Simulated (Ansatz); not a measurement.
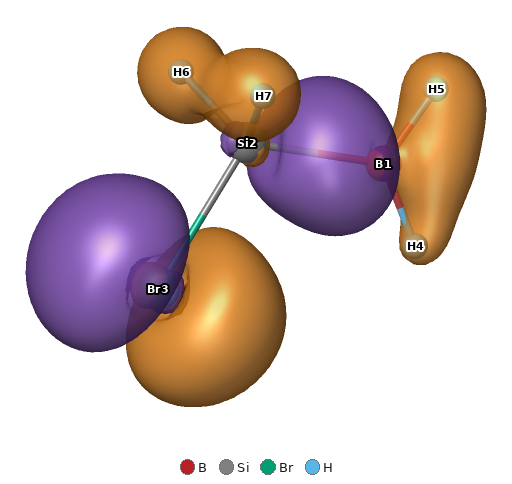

Figure 1: BBrH4Si. The HOMO at ±0.1 Å⁻³ᐟ² (orange and purple are the two phases), seen at a tilt.

Geometry: PBE0-D4/def2-TZVP.

Level of theory: RKS PBE0-D4/def2-TZVPP (Ansatz 0.2.0).

```xyz
7

B    -0.9980    0.1199   -0.7321
Si    0.6372    0.0415    0.4239
Br    1.1263   -2.0140    1.1408
H    -1.6435   -0.8394   -1.0251
H    -1.3391    1.1881   -1.1497
H     0.4592    0.8973    1.6278
H     1.8191    0.5386   -0.3312
```

Q: What is the character of this orbital?

A: It lies mainly on Br3 (about 60 %), B1 (about 15 %) and Si2 (about 15 %). Its energy is −8.04 eV.
